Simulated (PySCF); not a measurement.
# CAuBrO: field gradients at the nuclei

How much do the quadrupole couplings of CAuBrO depend on the level of theory? Each job file holds the settings and the coordinates that a driver script hands to the program.

Method: the levels named in each step, in PySCF 2.14.0, density-fitted response routines.

## Step 1: The structure to begin with

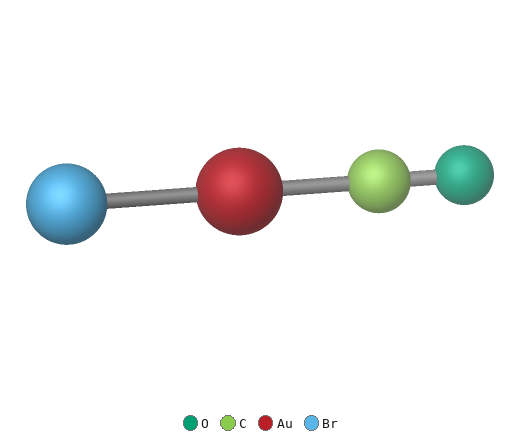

The starting structure, seen from a chosen angle (oxygen teal, carbon green, gold red, bromine blue).

Structure file:

```xyz
4

O     0.0000    0.0000   -2.3498
C     0.0000    0.0000   -1.2181
Au    0.0000    0.0000    0.6372
Br    0.0000    0.0000    2.9308
```

## Step 2: Geometry, PBE0-D3(BJ)/def2-TZVP

File job.txt:

```
{"job": {"xc": "PBE0", "basis": "def2-TZVP", "d3": "d3bj", "grid": 2, "kind": "geom"}, "charge": 0, "multiplicity": 1}
O      0.000000     0.000000    -2.349840
C      0.000000     0.000000    -1.218120
Au     0.000000     0.000000     0.637190
Br     0.000000     0.000000     2.930770
```

The log of the run:

```text
step   0  E = -2822.92123331  max force = 0.026394
step   1  E = -2822.92314287  max force = 0.005718
step   2  E = -2822.92323022  max force = 0.001053
step   3  E = -2822.92323244  max force = 0.000062
optimisation converged
```

Run time: 40 s. Hardware: 4 threads of Arm Neoverse N1, shared host; peak memory 0.57 GiB.

It ended at:

```xyz
4

O     0.0000    0.0000   -2.3827
C     0.0000    0.0000   -1.2558
Au    0.0000    0.0000    0.6412
Br    0.0000    0.0000    2.9973
```

## Step 3: Field gradients, PBE0/def2-TZVPP

File job.txt:

```
{"job": {"kind": "efgt", "xc": "PBE0", "basis": "def2-TZVPP"}, "charge": 0, "multiplicity": 1}
O      0.000000     0.000000    -2.382730
C      0.000000     0.000000    -1.255762
Au    -0.000000    -0.000000     0.641221
Br    -0.000000    -0.000000     2.997271
```

The log of the run:

```text
coarse grid: 26632 points
cycle   1  E = -2821.9593161208  dE = -1.571e+01  |g| = 2.197e+00  |ddm| = 1.517e+01
cycle   2  E = -2804.6979541480  dE =  1.726e+01  |g| = 6.321e+00  |ddm| = 1.761e+01
cycle   3  E = -2822.6625026745  dE = -1.796e+01  |g| = 1.003e+00  |ddm| = 1.733e+01
cycle   4  E = -2822.7345249411  dE = -7.202e-02  |g| = 9.799e-01  |ddm| = 1.180e+00
cycle   5  E = -2822.9146417399  dE = -1.801e-01  |g| = 1.820e-01  |ddm| = 7.781e-01
cycle   6  E = -2822.9181101263  dE = -3.468e-03  |g| = 1.241e-01  |ddm| = 1.524e-01
cycle   7  E = -2822.9210606976  dE = -2.951e-03  |g| = 2.865e-02  |ddm| = 9.187e-02
cycle   8  E = -2822.9212517555  dE = -1.911e-04  |g| = 5.029e-03  |ddm| = 2.916e-02
cycle   9  E = -2822.9212538736  dE = -2.118e-06  |g| = 1.294e-03  |ddm| = 3.113e-03
final grid: 72936 points
cycle  10  E = -2822.9212795574  dE =  5.410e-07  |g| = 2.100e-03  |ddm| = 2.461e-03
cycle  11  E = -2822.9212767302  dE =  2.827e-06  |g| = 4.353e-03  |ddm| = 4.058e-03
cycle  12  E = -2822.9212804280  dE = -3.698e-06  |g| = 4.558e-04  |ddm| = 2.694e-03
cycle  13  E = -2822.9212804690  dE = -4.105e-08  |g| = 8.831e-05  |ddm| = 3.824e-04
cycle  14  E = -2822.9212804699  dE = -9.431e-10  |g| = 2.930e-05  |ddm| = 4.908e-05
converged SCF energy = -2822.9212804699

Field-gradient tensors (au): xx yy zz xy xz yz
  0 O     0.22740    0.22740   -0.45481    0.00000   -0.00000   -0.00000
  1 C     0.38560    0.38560   -0.77120    0.00000   -0.00000   -0.00000
  3 Br   -1.86741   -1.86741    3.73482   -0.00000   -0.00000   -0.00000
```

Wall time 10 s (4 threads of Arm Neoverse N1, shared host); peak memory 0.68 GiB.

## Step 4: Field gradients, PBE/def2-TZVPP

File job.txt:

```
{"job": {"kind": "efgt", "xc": "PBE", "basis": "def2-TZVPP"}, "charge": 0, "multiplicity": 1}
O      0.000000     0.000000    -2.382730
C      0.000000     0.000000    -1.255762
Au    -0.000000    -0.000000     0.641221
Br    -0.000000    -0.000000     2.997271
```

The log of the run:

```text
coarse grid: 26632 points
cycle   1  E = -2821.5407104653  dE = -1.518e+01  |g| = 2.539e+00  |ddm| = 1.524e+01
cycle   2  E = -2800.8839291233  dE =  2.066e+01  |g| = 6.263e+00  |ddm| = 2.246e+01
cycle   3  E = -2822.1549556867  dE = -2.127e+01  |g| = 1.711e+00  |ddm| = 2.224e+01
cycle   4  E = -2819.7065163093  dE =  2.448e+00  |g| = 3.369e+00  |ddm| = 2.749e+00
cycle   5  E = -2822.6868421604  dE = -2.980e+00  |g| = 9.679e-01  |ddm| = 2.683e+00
cycle   6  E = -2822.6142126699  dE =  7.263e-02  |g| = 1.205e+00  |ddm| = 1.220e+00
cycle   7  E = -2822.8562902183  dE = -2.421e-01  |g| = 2.917e-01  |ddm| = 4.842e-01
cycle   8  E = -2822.8879130805  dE = -3.162e-02  |g| = 6.287e-02  |ddm| = 3.597e-01
cycle   9  E = -2822.8886540612  dE = -7.410e-04  |g| = 2.010e-02  |ddm| = 6.192e-02
cycle  10  E = -2822.8886864957  dE = -3.243e-05  |g| = 7.779e-03  |ddm| = 1.479e-02
cycle  11  E = -2822.8887029223  dE = -1.643e-05  |g| = 1.613e-03  |ddm| = 7.661e-03
cycle  12  E = -2822.8887030054  dE = -8.310e-08  |g| = 1.181e-03  |ddm| = 1.495e-03
final grid: 72936 points
cycle  13  E = -2822.8887355745  dE =  2.351e-06  |g| = 3.533e-03  |ddm| = 3.945e-03
cycle  14  E = -2822.8887114567  dE =  2.412e-05  |g| = 1.143e-02  |ddm| = 1.060e-02
cycle  15  E = -2822.8887380194  dE = -2.656e-05  |g| = 9.807e-04  |ddm| = 7.612e-03
cycle  16  E = -2822.8887382879  dE = -2.686e-07  |g| = 1.353e-04  |ddm| = 1.001e-03
cycle  17  E = -2822.8887382909  dE = -2.962e-09  |g| = 3.615e-05  |ddm| = 9.977e-05
cycle  18  E = -2822.8887382911  dE = -2.055e-10  |g| = 1.185e-05  |ddm| = 2.992e-05
converged SCF energy = -2822.8887382911

Field-gradient tensors (au): xx yy zz xy xz yz
  0 O     0.20758    0.20758   -0.41515   -0.00000   -0.00000   -0.00000
  1 C     0.34117    0.34117   -0.68234   -0.00000   -0.00000   -0.00000
  3 Br   -1.86937   -1.86937    3.73875    0.00000    0.00000    0.00000
```

Wall time 12 s (4 threads of Arm Neoverse N1, shared host); peak memory 0.68 GiB.

## Step 5: Field gradients, B3LYP/def2-TZVPP

File job.txt:

```
{"job": {"kind": "efgt", "xc": "B3LYP", "basis": "def2-TZVPP"}, "charge": 0, "multiplicity": 1}
O      0.000000     0.000000    -2.382730
C      0.000000     0.000000    -1.255762
Au    -0.000000    -0.000000     0.641221
Br    -0.000000    -0.000000     2.997271
```

The log of the run:

```text
coarse grid: 26632 points
cycle   1  E = -2822.3946541719  dE = -1.559e+01  |g| = 2.263e+00  |ddm| = 1.516e+01
cycle   2  E = -2804.3863052292  dE =  1.801e+01  |g| = 6.256e+00  |ddm| = 1.760e+01
cycle   3  E = -2823.0700762888  dE = -1.868e+01  |g| = 1.184e+00  |ddm| = 1.732e+01
cycle   4  E = -2823.1554375412  dE = -8.536e-02  |g| = 1.169e+00  |ddm| = 1.322e+00
cycle   5  E = -2823.4129741787  dE = -2.575e-01  |g| = 2.374e-01  |ddm| = 9.872e-01
cycle   6  E = -2823.4199572910  dE = -6.983e-03  |g| = 1.519e-01  |ddm| = 2.187e-01
cycle   7  E = -2823.4240620349  dE = -4.105e-03  |g| = 4.697e-02  |ddm| = 1.186e-01
cycle   8  E = -2823.4246137901  dE = -5.518e-04  |g| = 9.622e-03  |ddm| = 4.982e-02
cycle   9  E = -2823.4246222321  dE = -8.442e-06  |g| = 2.556e-03  |ddm| = 4.889e-03
final grid: 72936 points
cycle  10  E = -2823.4246503989  dE =  5.832e-06  |g| = 6.086e-03  |ddm| = 5.355e-03
cycle  11  E = -2823.4246137857  dE =  3.661e-05  |g| = 1.513e-02  |ddm| = 1.246e-02
cycle  12  E = -2823.4246575706  dE = -4.378e-05  |g| = 6.466e-04  |ddm| = 8.682e-03
cycle  13  E = -2823.4246576399  dE = -6.934e-08  |g| = 1.641e-04  |ddm| = 4.434e-04
cycle  14  E = -2823.4246576445  dE = -4.587e-09  |g| = 3.824e-05  |ddm| = 1.024e-04
cycle  15  E = -2823.4246576447  dE = -2.465e-10  |g| = 7.575e-06  |ddm| = 2.721e-05
converged SCF energy = -2823.4246576447

Field-gradient tensors (au): xx yy zz xy xz yz
  0 O     0.23649    0.23649   -0.47299    0.00000   -0.00000   -0.00000
  1 C     0.39573    0.39573   -0.79147    0.00000   -0.00000   -0.00000
  3 Br   -1.86663   -1.86662    3.73325   -0.00000    0.00000    0.00000
```

Wall time 10 s (4 threads of Arm Neoverse N1, shared host); peak memory 0.68 GiB.

## Step 6: Field gradients, CAM-B3LYP/def2-TZVPP

File job.txt:

```
{"job": {"kind": "efgt", "xc": "CAM-B3LYP", "basis": "def2-TZVPP"}, "charge": 0, "multiplicity": 1}
O      0.000000     0.000000    -2.382730
C      0.000000     0.000000    -1.255762
Au    -0.000000    -0.000000     0.641221
Br    -0.000000    -0.000000     2.997271
```

The log of the run:

```text
coarse grid: 26632 points
cycle   1  E = -2822.5976697401  dE = -1.595e+01  |g| = 2.034e+00  |ddm| = 1.510e+01
cycle   2  E = -2816.7057107337  dE =  5.892e+00  |g| = 5.353e+00  |ddm| = 5.778e+00
cycle   3  E = -2823.3014606160  dE = -6.596e+00  |g| = 5.913e-01  |ddm| = 4.746e+00
cycle   4  E = -2823.3524522569  dE = -5.099e-02  |g| = 4.468e-01  |ddm| = 6.139e-01
cycle   5  E = -2823.3808234749  dE = -2.837e-02  |g| = 1.226e-01  |ddm| = 2.250e-01
cycle   6  E = -2823.3833277665  dE = -2.504e-03  |g| = 4.803e-02  |ddm| = 7.778e-02
cycle   7  E = -2823.3837353423  dE = -4.076e-04  |g| = 9.096e-03  |ddm| = 2.817e-02
cycle   8  E = -2823.3837518160  dE = -1.647e-05  |g| = 1.415e-03  |ddm| = 7.364e-03
cycle   9  E = -2823.3837525564  dE = -7.404e-07  |g| = 6.278e-04  |ddm| = 2.765e-03
final grid: 72936 points
cycle  10  E = -2823.3837885860  dE =  1.701e-08  |g| = 7.795e-04  |ddm| = 1.126e-03
cycle  11  E = -2823.3837883995  dE =  1.864e-07  |g| = 1.306e-03  |ddm| = 1.187e-03
cycle  12  E = -2823.3837886970  dE = -2.974e-07  |g| = 1.008e-04  |ddm| = 7.710e-04
cycle  13  E = -2823.3837886987  dE = -1.698e-09  |g| = 3.095e-05  |ddm| = 6.847e-05
cycle  14  E = -2823.3837886988  dE = -1.646e-10  |g| = 1.320e-05  |ddm| = 2.160e-05
converged SCF energy = -2823.3837886988

Field-gradient tensors (au): xx yy zz xy xz yz
  0 O     0.24646    0.24646   -0.49292    0.00000   -0.00000   -0.00000
  1 C     0.41525    0.41525   -0.83051    0.00000   -0.00000   -0.00000
  3 Br   -1.88419   -1.88419    3.76839    0.00000    0.00000    0.00000
```

Wall time 12 s (4 threads of Arm Neoverse N1, shared host); peak memory 0.71 GiB.

## Step 7: Field gradients, HF/def2-TZVPP

File job.txt:

```
{"job": {"kind": "efgt", "xc": "HF", "basis": "def2-TZVPP"}, "charge": 0, "multiplicity": 1}
O      0.000000     0.000000    -2.382730
C      0.000000     0.000000    -1.255762
Au    -0.000000    -0.000000     0.641221
Br    -0.000000    -0.000000     2.997271
```

The log of the run:

```text
final grid: 72936 points
cycle   1  E = -2819.5725612169  dE = -1.657e+01  |g| = 1.797e+00  |ddm| = 1.516e+01
cycle   2  E = -2819.3705621276  dE =  2.020e-01  |g| = 1.983e+00  |ddm| = 2.596e+00
cycle   3  E = -2820.0552048940  dE = -6.846e-01  |g| = 2.237e-01  |ddm| = 1.399e+00
cycle   4  E = -2820.0649054572  dE = -9.701e-03  |g| = 6.621e-02  |ddm| = 1.975e-01
cycle   5  E = -2820.0657395635  dE = -8.341e-04  |g| = 1.857e-02  |ddm| = 4.497e-02
cycle   6  E = -2820.0658803518  dE = -1.408e-04  |g| = 8.598e-03  |ddm| = 2.524e-02
cycle   7  E = -2820.0659027210  dE = -2.237e-05  |g| = 2.402e-03  |ddm| = 8.464e-03
cycle   8  E = -2820.0659062606  dE = -3.540e-06  |g| = 5.723e-04  |ddm| = 4.832e-03
cycle   9  E = -2820.0659064192  dE = -1.586e-07  |g| = 2.226e-04  |ddm| = 9.990e-04
cycle  10  E = -2820.0659064417  dE = -2.250e-08  |g| = 7.448e-05  |ddm| = 4.143e-04
cycle  11  E = -2820.0659064451  dE = -3.412e-09  |g| = 1.728e-05  |ddm| = 1.800e-04
cycle  12  E = -2820.0659064454  dE = -2.642e-10  |g| = 6.534e-06  |ddm| = 4.799e-05
converged SCF energy = -2820.0659064454

Field-gradient tensors (au): xx yy zz xy xz yz
  0 O     0.26770    0.26770   -0.53540    0.00000    0.00000    0.00000
  1 C     0.49920    0.49920   -0.99839    0.00000   -0.00000   -0.00000
  3 Br   -1.57124   -1.57124    3.14248   -0.00000    0.00000    0.00000
```

Wall time 3.8 s (4 threads of Arm Neoverse N1, shared host); peak memory 0.71 GiB.

## Step 8: Comparison

Largest principal value Vzz, in atomic units:

```csv
atom,PBE0/def2-TZVPP,PBE/def2-TZVPP,B3LYP/def2-TZVPP,CAM-B3LYP/def2-TZVPP,HF/def2-TZVPP
O1,-0.4548,-0.4152,-0.4730,-0.4929,-0.5354
C2,-0.7712,-0.6823,-0.7915,-0.8305,-0.9984
Br4,3.7348,3.7388,3.7333,3.7684,3.1425
CPU time,12 s,27 s,13 s,15 s,5 s
```

Couplings eQVzz/h in MHz (234.9647 × Q in barn × Vzz), with Q = -0.02558 (17O), 0.3087 (79Br):

```csv
nucleus,PBE0/def2-TZVPP,PBE/def2-TZVPP,B3LYP/def2-TZVPP,CAM-B3LYP/def2-TZVPP,HF/def2-TZVPP
17O (atom 1),2.734,2.495,2.843,2.963,3.218
79Br (atom 4),270.900,271.185,270.786,273.335,227.935
```

## Step 9: What came out

| quantity | value |
| --- | --- |
| coupling of 17O (atom 1), PBE0/def2-TZVPP | 2.734 MHz |
| coupling of 79Br (atom 4), PBE0/def2-TZVPP | 270.900 MHz |

The largest coupling, that of 79Br, runs from 227.935 (HF/def2-TZVPP) to 273.335 MHz (CAM-B3LYP/def2-TZVPP). The gradients are non-relativistic, at the equilibrium geometry and in principal axes; measured couplings hold vibrational averaging and refer to the inertial axes. The def2 sets are stiff near the nuclei, which limits their accuracy. Atoms with effective core potentials have no gradient listed, since their core's share is missing.
